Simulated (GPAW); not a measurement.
## Work function of 1T-MnSTe monolayer at several levels

How far do functional and basis move the work function of 1T-MnSTe monolayer?

Program: GPAW 26.7.0. Level of theory: GPAW, PAW setups; layer in a repeated cell with vacuum, relaxation of atoms and in-plane cell, in the first sound run; inputs show where later runs differ. Results are calculated unless marked as measured.

## (1) The structure

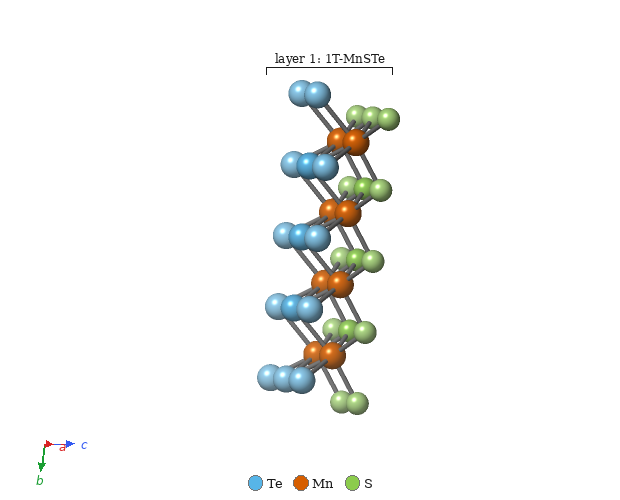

Start, viewed from the side, with the c axis across the page; tellurium blue, manganese orange, sulfur green. 1×3×1 cells are drawn. Some periodic images of atoms are drawn too.

The cell holds 3 atoms: 1 Te, 1 Mn and 1 S. Cell: a = 3.555 Å, b = 3.555 Å, c = 20.761 Å, α = 90.0°, β = 90.0°, γ = 120.0°. Vacuum lies along c.

## (2) Relaxing the atoms

Forces are removed first; all later runs use this geometry.

Contents of run.py:

```python
import json
import numpy as np
from ase import Atoms
from ase.filters import FrechetCellFilter
from ase.optimize import BFGS
from gpaw import GPAW, PW

slab = Atoms(
    ['Te', 'Mn', 'S'],
    positions=[
        [1.77760, 1.02630, 9.00000],
        [0.00000, 0.00000, 10.67769],
        [-0.00000, 2.05260, 11.76115]],
    cell=[[3.5552, 0.0, 0.0], [-1.7776, 3.0789, 0.0], [0.0, 0.0, 20.7612]],
    pbc=[True, True, True],
    magmoms=[0.0, 4.0, 0.0])

slab.calc = GPAW(mode=PW(600), xc='PBE', kpts={'size': (9, 9, 1), 'gamma': True},
                 occupations={'name': 'fermi-dirac', 'width': 0.05}, nbands='160%',
                 convergence={'density': 1e-05}, maxiter=200,
                 symmetry={'tolerance': 1e-3}, txt='slab.txt')
result = {}
# The in-plane cell is free; stress needs a cell that repeats along all three vectors
path = []
opt = BFGS(FrechetCellFilter(slab, mask=[1, 1, 0, 0, 0, 1]), maxstep=0.2)
opt.attach(lambda: path.append((slab.get_potential_energy(), slab.positions.tolist(), slab.get_forces().tolist())))
result['relaxed'] = bool(opt.run(fmax=0.02, steps=45))
result['path'] = path
result['cell'] = slab.cell.tolist()
print('in-plane lattice', slab.cell.cellpar().round(4)[[0, 1, 5]])
energy = slab.get_potential_energy()
fermi = slab.calc.get_fermi_level()
v = slab.calc.get_electrostatic_potential().mean((0, 1)) - fermi
n = slab.calc.get_pseudo_density().mean((0, 1))
L = slab.cell[2, 2]
z = np.arange(len(v)) * L / len(v)
low, high = slab.positions[:, 2].min(), slab.positions[:, 2].max()
below, above = np.interp([low - 6.8, high + 6.8], z, v)
slopes = [np.interp(x, z, np.gradient(v, z)) for x in (low - 6.8, high + 6.8)]
eps = np.array([[slab.calc.get_eigenvalues(k, s) for k in range(len(slab.calc.get_ibz_k_points()))]
                for s in range(slab.calc.get_number_of_spins())]) - fermi
top, bottom = eps[eps < 0].max(), eps[eps > 0].min()
dipole = slab.get_dipole_moment()[2]
print(f'energy {energy:.4f} eV, Fermi level {fermi:.4f} eV, dipole {dipole:.5f} e A')
print(f'potential 6.8 A off the faces, from the Fermi level: lower {below:.4f} eV, upper {above:.4f} eV')
print(f'slope of the potential there: lower {slopes[0]:.5f}, upper {slopes[1]:.5f} eV/A')
print(f'nearest levels on the mesh: {top:.4f} and {bottom:.4f} eV')
print('magnetic moment', round(slab.get_magnetic_moment(), 3))
result.update(energy=energy, fermi=fermi, dipole=dipole, below=below, above=above, slopes=slopes, edges=[top, bottom],
              z=z.tolist(), v=v.tolist(), n=n.tolist(), positions=slab.positions.tolist(),
              forces=slab.get_forces(apply_constraint=False).tolist(), moments=slab.get_magnetic_moments().tolist())
json.dump(result, open('result.json', 'w'))
```

Command:

```console
> OMP_NUM_THREADS=1 OPENBLAS_NUM_THREADS=1 python run.py
```

The program printed:

```text
Step          Energy          fmax
BFGS:    0      -18.074789        0.545486
BFGS:    1      -18.083196        0.448849
BFGS:    2      -18.100896        0.103062
BFGS:    3      -18.101440        0.096825
BFGS:    4      -18.102455        0.110502
BFGS:    5      -18.103546        0.095571
BFGS:    6      -18.104285        0.058548
BFGS:    7      -18.104570        0.058710
BFGS:    8      -18.104669        0.041519
BFGS:    9      -18.104723        0.017649
in-plane lattice [  3.5464   3.5464 119.9999]
energy -18.0997 eV, Fermi level -1.6654 eV, dipole -0.08825 e A
potential 6.8 A off the faces, from the Fermi level: lower 4.8196 eV, upper 5.1203 eV
slope of the potential there: lower -0.07029, upper -0.07042 eV/A
nearest levels on the mesh: -0.0189 and 0.0464 eV
magnetic moment 3.03
```

Elapsed: 16 min, on 1 thread of Arm Neoverse V1, shared host; peak memory 0.51 GiB.

Numbers from this step:

```yaml
dipole_along_the_normal: -0.08825 e·Å
levels_nearest_the_fermi_level_on_the_mesh: -0.01886, 0.04638 eV from the Fermi level
site_moments: -0.07782, 2.953, -3.69e-4 μB
sum_of_the_site_moments: 2.874 μB
```

The electrostatic potential energy of an electron (without an applied field's), less the Fermi level, planar mean by z:

| z (Å) | electrostatic potential energy of an electron (without an applied field's), less the Fermi level, planar mean (eV) |
| --- | --- |
| 0 | 4.97 |
| 2 | 4.83 |
| 4 | 4.69 |
| 6 | 4.53 |
| 8 | -0.267 |
| 10 | -3.81 |
| 12 | -12.1 |
| 14 | 5.39 |
| 16 | 5.31 |
| 18 | 5.16 |
| 20 | 5.02 |

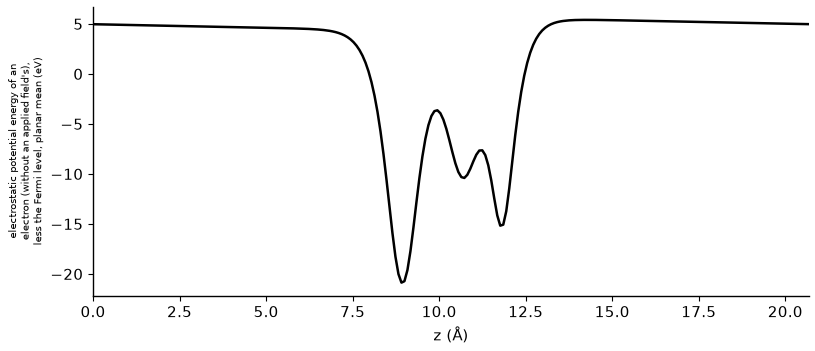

Electrostatic potential energy of an electron (without an applied field's), less the Fermi level, planar mean, plotted against z.

Pseudo valence density, planar mean against z:

| z (Å) | pseudo valence density, planar mean (e/Å³) |
| --- | --- |
| 5 | 4.8e-5 |
| 6 | 7.8e-4 |
| 7 | 0.0130 |
| 8 | 0.172 |
| 9 | 0.116 |
| 10 | 0.367 |
| 11 | 1.08 |
| 12 | 0.344 |
| 13 | 0.0592 |
| 14 | 0.00260 |
| 15 | 1.3e-4 |

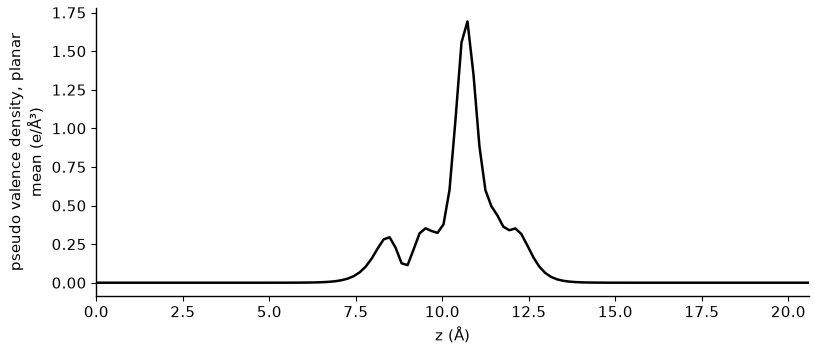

Pseudo valence density, planar mean, plotted against z.

Site moment by atom:

| atom | site moment (μB) |
| --- | --- |
| Te1 | -0.08 |
| Mn2 | 2.95 |
| S3 | 0.00 |

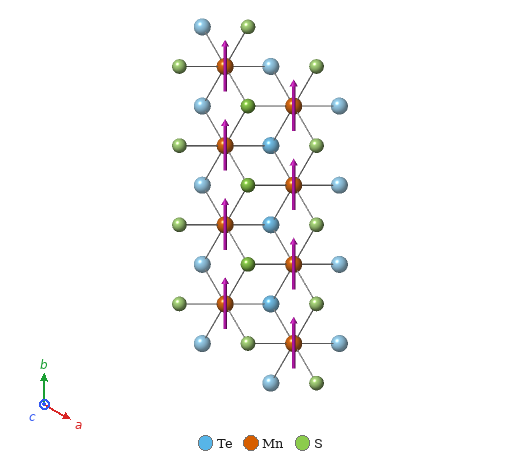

Site moment as arrows, the longest 2.95 μB. Up and down stand for the sign. Arrows give size and sign along the axis of quantisation, drawn up and down the page. 1×3×1 cells are drawn. Some periodic images of atoms are drawn too.

The relaxation lowered the energy of the cell by 0.0299 eV (energies extrapolated to zero smearing; the optimiser's log prints free energies). The largest force left on a free atom is 0.018 eV/Å.

## (3) Plane waves, PBE

The work function is the vacuum plateau of the electrostatic potential less the Fermi level; a dipole layer lets the two faces have plateaus of their own.

This step: GPAW, PAW setups; slab in vacuum (GPAW 26.7.0).

The cell differs from the one that the last finished run ended in (c 20.761 → 20.887 Å).

run.py: that of step 2 with these lines changed.

```diff
@@ -3,4 +3,2 @@
 from ase import Atoms
-from ase.filters import FrechetCellFilter
-from ase.optimize import BFGS
 from gpaw import GPAW, PW
@@ -10,22 +8,15 @@
     positions=[
-        [1.77760, 1.02630, 9.00000],
-        [0.00000, 0.00000, 10.67769],
-        [-0.00000, 2.05260, 11.76115]],
-    cell=[[3.5552, 0.0, 0.0], [-1.7776, 3.0789, 0.0], [0.0, 0.0, 20.7612]],
-    pbc=[True, True, True],
+        [1.77321, 1.02377, 9.00000],
+        [0.00000, -0.00000, 10.73927],
+        [-0.00000, 2.04753, 11.88727]],
+    cell=[[3.54642, 0.0, 0.0], [-1.77321, 3.0713, 0.0], [0.0, 0.0, 20.8873]],
+    pbc=[True, True, False],
     magmoms=[0.0, 4.0, 0.0])
 
-slab.calc = GPAW(mode=PW(600), xc='PBE', kpts={'size': (9, 9, 1), 'gamma': True},
+slab.calc = GPAW(mode=PW(400), xc='PBE', kpts={'size': (9, 9, 1), 'gamma': True},
                  occupations={'name': 'fermi-dirac', 'width': 0.05}, nbands='160%',
                  convergence={'density': 1e-05}, maxiter=200,
+                 poissonsolver={'dipolelayer': 'xy'},
                  symmetry={'tolerance': 1e-3}, txt='slab.txt')
 result = {}
-# The in-plane cell is free; stress needs a cell that repeats along all three vectors
-path = []
-opt = BFGS(FrechetCellFilter(slab, mask=[1, 1, 0, 0, 0, 1]), maxstep=0.2)
-opt.attach(lambda: path.append((slab.get_potential_energy(), slab.positions.tolist(), slab.get_forces().tolist())))
-result['relaxed'] = bool(opt.run(fmax=0.02, steps=45))
-result['path'] = path
-result['cell'] = slab.cell.tolist()
-print('in-plane lattice', slab.cell.cellpar().round(4)[[0, 1, 5]])
 energy = slab.get_potential_energy()
```

The program printed:

```text
energy -18.0629 eV, Fermi level -1.6944 eV, dipole -0.06606 e A
potential 6.8 A off the faces, from the Fermi level: lower 4.4371 eV, upper 5.5290 eV
slope of the potential there: lower 0.00007, upper -0.00006 eV/A
nearest levels on the mesh: -0.0194 and 0.0452 eV
magnetic moment 3.03
```

The job ended after 77 s (1 thread; peak memory 0.26 GiB).

Numbers from this step:

| Quantity | Value |
| --- | --- |
| dipole along the normal | -0.06606 e·Å |
| levels nearest the Fermi level on the mesh | -0.01938, 0.04520 eV from the Fermi level |
| upper work function | 5.529 eV |
| lower work function | 4.437 eV |
| site moments | -0.07721, 2.951, -5.77e-4 μB |
| sum of the site moments | 2.873 μB |

Table of electrostatic potential energy of an electron (without an applied field's), less the Fermi level, planar mean by z:

| z (Å) | electrostatic potential energy of an electron (without an applied field's), less the Fermi level, planar mean (eV) |
| --- | --- |
| 0 | 4.98 |
| 2 | 4.44 |
| 4 | 4.44 |
| 6 | 4.42 |
| 8 | 0.460 |
| 10 | -3.67 |
| 12 | -13.6 |
| 14 | 5.47 |
| 16 | 5.53 |
| 18 | 5.53 |
| 20 | 5.53 |

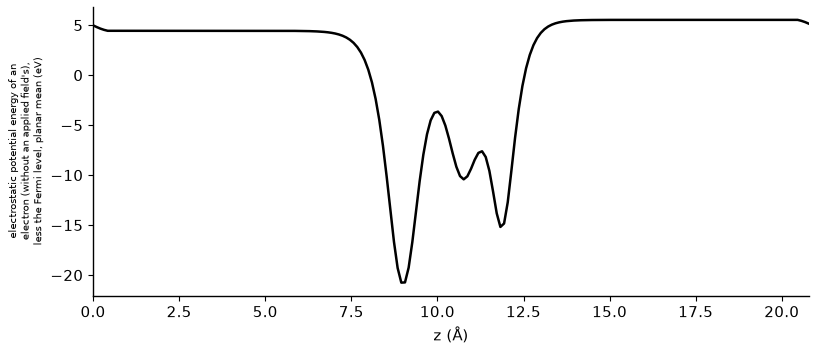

Electrostatic potential energy of an electron (without an applied field's), less the Fermi level, planar mean against z.

Pseudo valence density, planar mean against z:

| z (Å) | pseudo valence density, planar mean (e/Å³) |
| --- | --- |
| 5 | 4.5e-5 |
| 6 | 6.8e-4 |
| 7 | 0.0109 |
| 8 | 0.152 |
| 9 | 0.120 |
| 10 | 0.338 |
| 11 | 1.23 |
| 12 | 0.343 |
| 13 | 0.0703 |
| 14 | 0.00323 |
| 15 | 1.5e-4 |

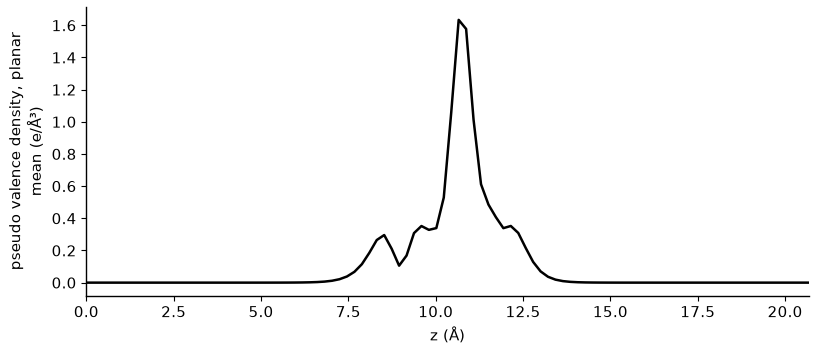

Pseudo valence density, planar mean, plotted against z.

The potential is flat to 7.0e-5 eV/Å where it is read, so the vacuum is wide enough.

## (4) Self-consistent run: xc = "RPBE"

The same geometry under RPBE, to see how far the functional moves the levels against the vacuum.

run.py: that of step 3 with these lines changed.

```diff
@@ -15,3 +15,3 @@
 
-slab.calc = GPAW(mode=PW(400), xc='PBE', kpts={'size': (9, 9, 1), 'gamma': True},
+slab.calc = GPAW(mode=PW(400), xc='RPBE', kpts={'size': (9, 9, 1), 'gamma': True},
                  occupations={'name': 'fermi-dirac', 'width': 0.05}, nbands='160%',
```

The program printed:

```text
energy -17.0612 eV, Fermi level -1.6147 eV, dipole -0.06775 e A
potential 6.8 A off the faces, from the Fermi level: lower 4.3467 eV, upper 5.4666 eV
slope of the potential there: lower 0.00007, upper -0.00006 eV/A
nearest levels on the mesh: -0.0293 and 0.0889 eV
magnetic moment 3.045
```

Run time: 78 s. Hardware: 1 thread; peak memory 0.26 GiB.

Numbers from this step:

```
dipole along the normal                    : -0.06775 e·Å
levels nearest the Fermi level on the mesh : -0.02929, 0.08893 eV from the Fermi level
upper work function                        : 5.467 eV
lower work function                        : 4.347 eV
site moments                               : -0.09016, 3.004, -0.01002 μB
sum of the site moments                    : 2.904 μB
```

Table of electrostatic potential energy of an electron (without an applied field's), less the Fermi level, planar mean by z:

| z (Å) | electrostatic potential energy of an electron (without an applied field's), less the Fermi level, planar mean (eV) |
| --- | --- |
| 0 | 4.91 |
| 2 | 4.35 |
| 4 | 4.35 |
| 6 | 4.33 |
| 8 | 0.379 |
| 10 | -3.78 |
| 12 | -13.6 |
| 14 | 5.40 |
| 16 | 5.47 |
| 18 | 5.47 |
| 20 | 5.47 |

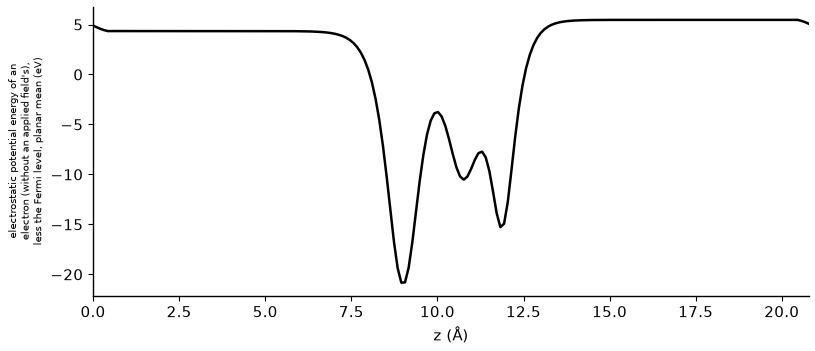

Electrostatic potential energy of an electron (without an applied field's), less the Fermi level, planar mean against z.

Table of pseudo valence density, planar mean by z:

| z (Å) | pseudo valence density, planar mean (e/Å³) |
| --- | --- |
| 4 | 3.3e-6 |
| 6 | 7.1e-4 |
| 8 | 0.153 |
| 10 | 0.338 |
| 12 | 0.343 |
| 14 | 0.00325 |
| 16 | 9.5e-6 |

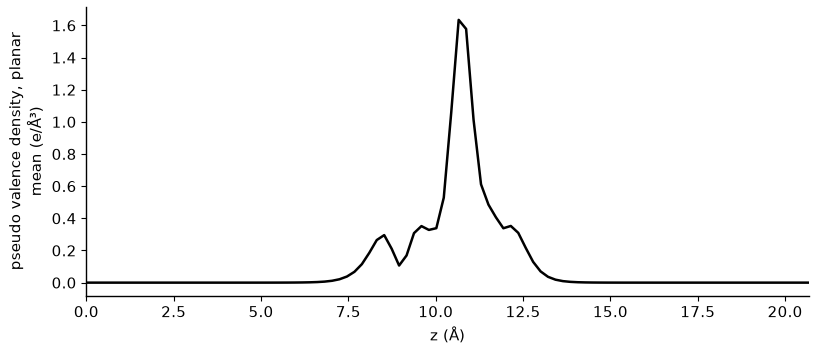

Pseudo valence density, planar mean against z.

Force by atom:

| atom | x (eV/Å) | y (eV/Å) | z (eV/Å) | size |
| --- | --- | --- | --- | --- |
| Te1 | 0.000 | 0.000 | -0.241 | 0.241 |
| Mn2 | 0.000 | 0.000 | -0.041 | 0.041 |
| S3 | 0.000 | 0.000 | 0.283 | 0.283 |

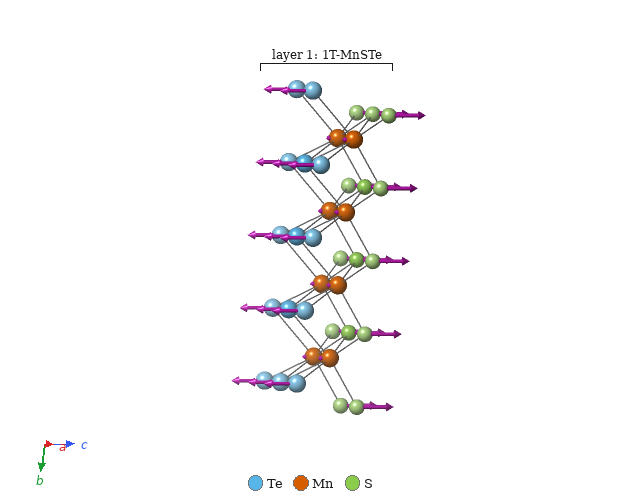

Force as arrows, the longest 0.283 eV/Å. 1×3×1 cells are drawn. Some periodic images of atoms are drawn too.

The upper face's work function is 5.467 eV, against 5.529 eV in the first plane-wave PBE run at this geometry.

## (5) Self-consistent run: xc = "vdW-DF2"

The same geometry under vdW-DF2, to see how far the functional moves the levels against the vacuum (the van der Waals functionals take revPBE setups).

run.py: that of step 4 with these lines changed.

```diff
@@ -15,3 +15,3 @@
 
-slab.calc = GPAW(mode=PW(400), xc='RPBE', kpts={'size': (9, 9, 1), 'gamma': True},
+slab.calc = GPAW(mode=PW(400), xc='vdW-DF2', kpts={'size': (9, 9, 1), 'gamma': True},
                  occupations={'name': 'fermi-dirac', 'width': 0.05}, nbands='160%',
```

The program printed:

```text
energy -195.2541 eV, Fermi level -1.9011 eV, dipole -0.07042 e A
potential 6.8 A off the faces, from the Fermi level: lower 4.7061 eV, upper 5.8705 eV
slope of the potential there: lower 0.00005, upper -0.00005 eV/A
nearest levels on the mesh: -0.0923 and 0.0318 eV
magnetic moment 2.893
```

Wall time 92 s (1 thread); peak memory 0.43 GiB.

This step gave:

```yaml
dipole_along_the_normal: -0.07042 e·Å
levels_nearest_the_fermi_level_on_the_mesh: -0.09228, 0.03177 eV from the Fermi level
upper_work_function: 5.870 eV
lower_work_function: 4.706 eV
site_moments: -0.03483, 2.732, 0.02301 μB
sum_of_the_site_moments: 2.720 μB
```

Table of electrostatic potential energy of an electron (without an applied field's), less the Fermi level, planar mean by z:

| z (Å) | electrostatic potential energy of an electron (without an applied field's), less the Fermi level, planar mean (eV) |
| --- | --- |
| 0 | 5.29 |
| 2 | 4.71 |
| 4 | 4.71 |
| 6 | 4.68 |
| 8 | 0.443 |
| 10 | -3.86 |
| 12 | -13.5 |
| 14 | 5.80 |
| 16 | 5.87 |
| 18 | 5.87 |
| 20 | 5.87 |

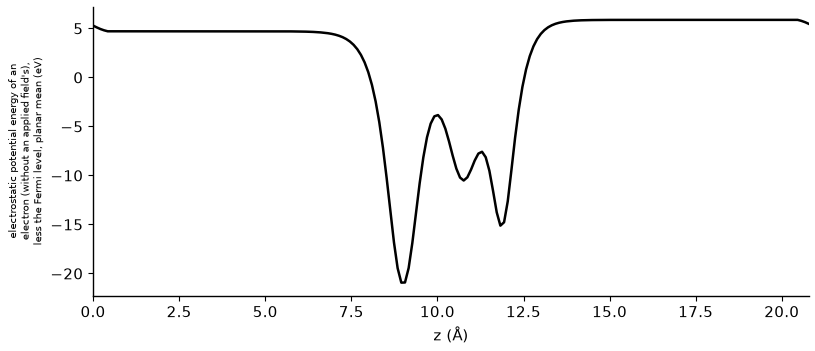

Electrostatic potential energy of an electron (without an applied field's), less the Fermi level, planar mean, plotted against z.

The upper face's work function is 5.870 eV, against 5.529 eV in the first plane-wave PBE run at this geometry.

## (6) Self-consistent run: xc = "revPBE"

The same geometry under revPBE, to see how far the functional moves the levels against the vacuum.

run.py: that of step 5 with these lines changed.

```diff
@@ -15,3 +15,3 @@
 
-slab.calc = GPAW(mode=PW(400), xc='vdW-DF2', kpts={'size': (9, 9, 1), 'gamma': True},
+slab.calc = GPAW(mode=PW(400), xc='revPBE', kpts={'size': (9, 9, 1), 'gamma': True},
                  occupations={'name': 'fermi-dirac', 'width': 0.05}, nbands='160%',
```

The program printed:

```text
energy -17.1970 eV, Fermi level -1.6177 eV, dipole -0.06706 e A
potential 6.8 A off the faces, from the Fermi level: lower 4.3472 eV, upper 5.4557 eV
slope of the potential there: lower 0.00007, upper -0.00006 eV/A
nearest levels on the mesh: -0.0279 and 0.0898 eV
magnetic moment 3.042
```

It took 77 s on 1 thread; peak memory 0.26 GiB.

This step gave:

| Item | Value |
| --- | --- |
| dipole along the normal | -0.06706 e·Å |
| levels nearest the Fermi level on the mesh | -0.02788, 0.08983 eV from the Fermi level |
| upper work function | 5.456 eV |
| lower work function | 4.347 eV |
| site moments | -0.08686, 2.992, -0.007701 μB |
| sum of the site moments | 2.897 μB |

The upper face's work function is 5.456 eV, against 5.529 eV in the first plane-wave PBE run at this geometry.

(Part 1 of 2 ends here.)

[Logs are printed without paths, hosts, clocks, repeated set-up lines and the standing remarks that a program may print on its own settings, such as how far it seeks lower states.]

[Hosts, paths, dates, database ids (printed as entryN), source tags and the programs' standing remarks are cut or masked in the printed files.]
